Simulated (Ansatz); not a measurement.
# Nb wire along [100], 24 atoms a period: bands along the axis, part 2 of 2

What gap, if any, does the Nb wire along [100], 24 atoms a period have, and how many channels would it open?

Ansatz 0.2.0; DFT PBE, plane waves, PAW; relaxation of a wire's period; PAW set soft_1 (the session's first sound run).

So far: Set-up; Relaxing the period.

### Step 2. Relaxing the period (continued)

The steps of the relaxation:

| step | energy less that of the first step (eV) | largest force component (eV/Å) | pressure (GPa) | volume (Å³) |
| --- | --- | --- | --- | --- |
| 1 | 0.0000 | 1.7759 | -5.52 | 926.45 |
| 2 | -1.7014 | 0.8569 | 2.32 | 881.29 |
| 3 | -2.0496 | 0.2204 | -0.26 | 895.77 |
| 4 | -2.1056 | 0.2021 | -0.21 | 896.58 |
| 5 | -2.1274 | 0.2070 | 0.26 | 899.71 |
| 6 | -2.1597 | 0.1143 | -0.03 | 902.46 |
| 7 | -2.1620 | 0.1199 | -0.07 | 902.23 |
| 8 | -2.1655 | 0.0324 | -0.09 | 905.13 |
| 9 | -2.1666 | 0.0033 | -0.07 | 903.88 |
| 10* | -2.1652 | 0.0034 | -0.07 | 903.88 |

Relaxation steps marked * repeat the geometry before them on a plane-wave basis chosen anew for their cell, so energy and pressure can jump there.

The run keeps the 16 symmetry operations that it works with, so distortions that break them were not tested.

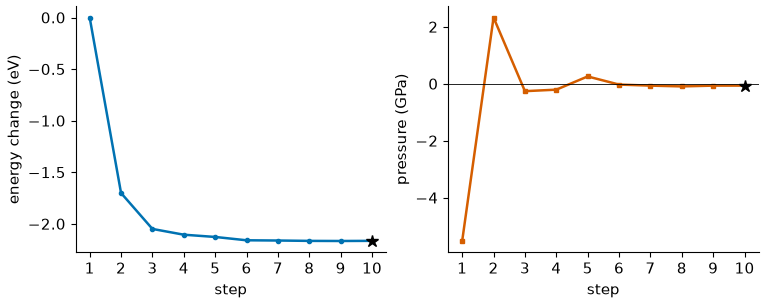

Energy and pressure along the relaxation. Stars mark steps on a basis chosen anew.

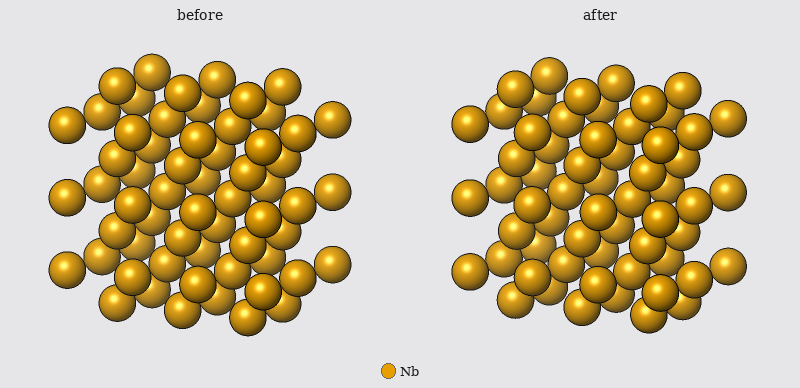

Before and after, at one scale.

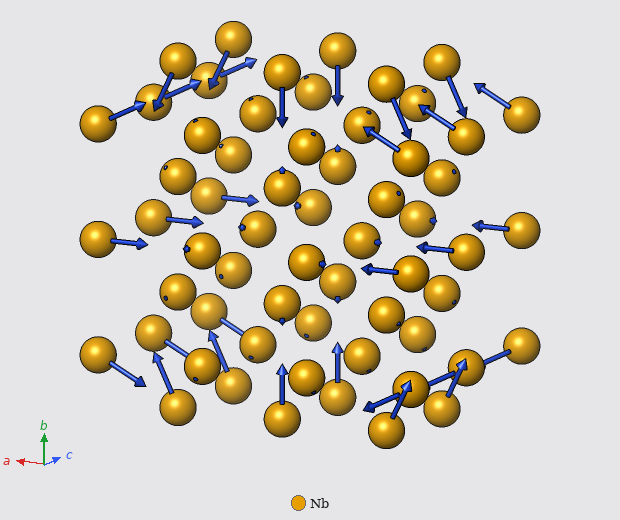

Displacements in the relaxation, exaggerated, measured against the changing cell; the longest in the cell stands for 0.16 Å. 1×1×2 cells are drawn. Some periodic images of atoms are drawn too.

| cell as run | before | after | change |
| --- | --- | --- | --- |
| c (Å) | 3.310 | 3.229 | -2.4 % |

The atoms that moved most (Å, along periodic axes as changes of fractional coordinates times the final cell, across vacuum about the mean position):

| atom | dx | dy | dz | length |
| --- | --- | --- | --- | --- |
| Nb1 | 0.142 | -0.071 | 0.000 | 0.159 |
| Nb13 | -0.071 | 0.142 | 0.000 | 0.159 |
| Nb21 | 0.071 | 0.142 | 0.000 | 0.159 |
| Nb3 | 0.142 | 0.071 | 0.000 | 0.159 |
| Nb16 | -0.071 | -0.142 | 0.000 | 0.159 |
| Nb10 | -0.142 | -0.071 | 0.000 | 0.159 |
| Nb24 | 0.071 | -0.142 | 0.000 | 0.159 |
| Nb12 | -0.142 | 0.071 | 0.000 | 0.159 |

Final coordinates:

```cif
data_structure
_symmetry_space_group_name_H-M 'P 1'
_symmetry_Int_Tables_number 1
_cell_length_a 16.7300
_cell_length_b 16.7300
_cell_length_c 3.2294
_cell_angle_alpha 90.000
_cell_angle_beta 90.000
_cell_angle_gamma 90.000
_cell_volume 903.88
loop_
_atom_site_label
_atom_site_type_symbol
_atom_site_fract_x
_atom_site_fract_y
_atom_site_fract_z
_atom_site_occupancy
Nb1 Nb 0.21174 0.29790 0.00000 1
Nb2 Nb 0.21189 0.50000 0.00000 1
Nb3 Nb 0.21174 0.70210 0.00000 1
Nb4 Nb 0.40074 0.30154 0.00000 1
Nb5 Nb 0.39949 0.50000 0.00000 1
Nb6 Nb 0.40074 0.69846 0.00000 1
Nb7 Nb 0.59926 0.30154 0.00000 1
Nb8 Nb 0.60051 0.50000 0.00000 1
Nb9 Nb 0.59926 0.69846 0.00000 1
Nb10 Nb 0.78826 0.29790 0.00000 1
Nb11 Nb 0.78811 0.50000 0.00000 1
Nb12 Nb 0.78826 0.70210 0.00000 1
Nb13 Nb 0.29790 0.21174 0.50000 1
Nb14 Nb 0.30154 0.40074 0.50000 1
Nb15 Nb 0.30154 0.59926 0.50000 1
Nb16 Nb 0.29790 0.78826 0.50000 1
Nb17 Nb 0.50000 0.21189 0.50000 1
Nb18 Nb 0.50000 0.39949 0.50000 1
Nb19 Nb 0.50000 0.60051 0.50000 1
Nb20 Nb 0.50000 0.78811 0.50000 1
Nb21 Nb 0.70210 0.21174 0.50000 1
Nb22 Nb 0.69846 0.40074 0.50000 1
Nb23 Nb 0.69846 0.59926 0.50000 1
Nb24 Nb 0.70210 0.78826 0.50000 1
```

Numbers from this step:

| Property | Result |
| --- | --- |
| energy at zero smearing | -109235.1710 eV |
| cell length along the wire | 3.229 Å |

The cell's length comes to 3.229 Å with spin left out.

### Step 3. Bands of the perfect wire

This step: DFT PBE, plane waves, PAW; bands of a perfect wire; PAW set soft_1 (Ansatz 0.2.0).

At the relaxed period the bands are computed along the axis; those that cross an energy going forward count the channels that a perfect wire would open there.

The input, input.yaml:

```yaml
crystal:
  lattice:
    - [16.73, 0.0, 0.0]
    - [0.0, 16.73, 0.0]
    - [0.0, 0.0, 3.229362255]
  atoms:
    - { symbol: Nb, position: [0.211744385, 0.297896061, 0.0] }
    - { symbol: Nb, position: [0.211889866, 0.5, 0.0] }
    - { symbol: Nb, position: [0.211744385, 0.702103939, 0.0] }
    - { symbol: Nb, position: [0.400735412, 0.301538869, 0.0] }
    - { symbol: Nb, position: [0.399493113, 0.5, 0.0] }
    - { symbol: Nb, position: [0.400735412, 0.698461131, 0.0] }
    - { symbol: Nb, position: [0.599264588, 0.301538869, 0.0] }
    - { symbol: Nb, position: [0.600506887, 0.5, 0.0] }
    - { symbol: Nb, position: [0.599264588, 0.698461131, 0.0] }
    - { symbol: Nb, position: [0.788255615, 0.297896061, 0.0] }
    - { symbol: Nb, position: [0.788110134, 0.5, 0.0] }
    - { symbol: Nb, position: [0.788255615, 0.702103939, 0.0] }
    - { symbol: Nb, position: [0.297896061, 0.211744385, 0.5] }
    - { symbol: Nb, position: [0.301538869, 0.400735412, 0.5] }
    - { symbol: Nb, position: [0.301538869, 0.599264588, 0.5] }
    - { symbol: Nb, position: [0.297896061, 0.788255615, 0.5] }
    - { symbol: Nb, position: [0.5, 0.211889866, 0.5] }
    - { symbol: Nb, position: [0.5, 0.399493113, 0.5] }
    - { symbol: Nb, position: [0.5, 0.600506887, 0.5] }
    - { symbol: Nb, position: [0.5, 0.788110134, 0.5] }
    - { symbol: Nb, position: [0.702103939, 0.211744385, 0.5] }
    - { symbol: Nb, position: [0.698461131, 0.400735412, 0.5] }
    - { symbol: Nb, position: [0.698461131, 0.599264588, 0.5] }
    - { symbol: Nb, position: [0.702103939, 0.788255615, 0.5] }
kpoints:
  mp_grid: { grid: [1, 1, 25] }
  band_path: { path: ["Γ", Z], npoints: 90 }
scf:
  occupations: { method: fermi_dirac, width: 0.05 }
hamiltonian:
  xc: pbe
  pseudopotentials: { kind: paw, azcp: { folder: soft_1 } }
output:
  dos: { e_range: [-5, 4] }
  write_potential: true
  write_density: true
  volumetric_format: npy
```

Run with:

```console
ansatz run input.yaml --threads 4 --pin off --max-ram 16384MiB --backend cpu --events-out ev --progress --plain --runs-dir out
```

Numbers of over 12 decimals in the logs are rounded to 6 here.

Log:

```text
[...]
Crystal: 24 atoms, lattice volume = 903.876 Å³
Basis set: ecut = 420 eV, 17707 PW (Γ)
Bands: 188, of which v1, the nominal top of the filled ones, is band 156 counted from 1 (155 counted from 0)
Symmetry: 16 space group operations
[...]
k-points: 13 of 25
[...]
SCF iter   1: F=—  HF=-109266.093556 eV  |F-HF|=—  |Δ(HF+E_count)|=         —  Δρ=6.54e-2  dr2=3.22e2  ethr=3.10e-3  ⟨swp⟩=9.9  Hψ=11817  notcnv=0  defer=10
[...]
SCF iter  12: F=-109235.299677 eV  HF=-109235.299677 eV  |F-HF|=1.18e-8  |Δ(HF+E_count)|=   8.85e-8  Δρ=1.35e-6  dr2=2.79e-8  ethr=3.21e-11  ⟨swp⟩=18.2  Hψ=9528  notcnv=0
SCF 1 converged in 12 iterations: F = -109235.299677 eV  dr2 = 2.79e-8
[...]
NSCF: frozen V_eff on 91 k-points
WARN: The output density's exchange-correlation potential varies sharply where the density is thin. Do not read a vacuum level from v_tot or v_xc, or from such a field of the output density. On a cell that repeats whose density bears no net charge and no dipole along the vacuum's axis use v_es (v_loc + v_h of the components); under efield.dipole_correction with no amplitude use v_es + v_field, which holds any externa [...]
SCF converged after 12 iterations
Free energy (F): -109235.299677 eV
[...]
Internal energy: -109235.043377 eV  (E = F + TS)
E sigma→0 (E₀):  -109235.171527 eV
Entropy (-TS):   -0.256300 eV (-10.679 meV/atom)
Fermi energy:    7.007317 eV
[...]
--- Band table (eV; the first three rows and the last of 13) ---
  k-point 0: bands = [... 152 lower, 7.0441, 7.0820, 7.1770, 7.1770, 7.1784, 7.1967, 7.2148, 7.2658, ... 28 higher]
  k-point 1: bands = [... 152 lower, 7.0282, 7.0480, 7.1108, 7.1165, 7.1165, 7.1653, 7.2182, 7.2803, ... 28 higher]
  k-point 2: bands = [... 152 lower, 7.0030, 7.0030, 7.0817, 7.0817, 7.1286, 7.1802, 7.1859, 7.2143, ... 28 higher]
  k-point 12: bands = [... 152 lower, 6.8593, 6.8593, 7.1657, 7.2043, 7.3507, 7.4523, 7.5582, 7.6054, ... 28 higher]
```

Wall time 3.4 min (4 threads of Intel Xeon Platinum 8375C at 2.90GHz (Ice Lake), shared host); peak memory 8 GiB; 13 min of CPU time.

The column dr2 measures how far the density is from self-consistency, as an energy; F and HF (Harris–Foulkes) agree once it is small.

This step gave:

| Property | Result |
| --- | --- |
| energy at zero smearing | -109235.1715 eV |
| band gap | 0 eV |

Electronic bands along the path, in eV, zero at the Fermi level; # counts the bands kept:

| point | #45 | #46 | #47 | #48 | #49 | #50 | #51 | #52 |
| --- | --- | --- | --- | --- | --- | --- | --- | --- |
| Γ | 0.04 | 0.07 | 0.17 | 0.17 | 0.17 | 0.19 | 0.21 | 0.26 |
| Z | -0.14 | -0.14 | 0.19 | 0.19 | 0.40 | 0.40 | 0.62 | 0.62 |

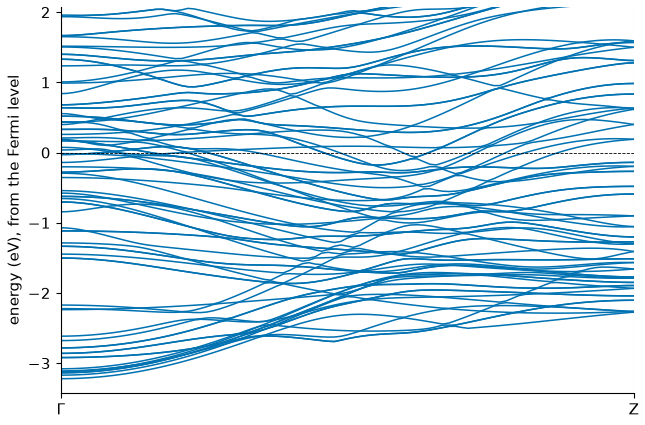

Electronic bands along the path.

Between Γ and Z the bands cross the Fermi level 20 times, so a perfect wire would conduct at least 20 G₀, with spin left out.

### Step 4. Results

```
cell length, PBE                                            : 3.229 Å
ballistic conductance by band crossings, a lower bound, PBE : 20 G₀
```

**Reading.** Under PBE the cell's length is 3.23 Å, and the bands cross the Fermi level 20 times between Γ and Z, which gives a perfect wire at least 20 G₀ (opposite crossings within one step of the path cancel in such a count). No spin was allowed, though thin wires with open d shells can turn magnetic.

[Logs are printed without paths, hosts, clocks, repeated set-up lines and the standing remarks that a program may print on its own settings, such as how far it seeks lower states.]

[Hosts, paths, dates, database ids (printed as entryN), source tags and the programs' standing remarks are cut or masked in the printed files.]
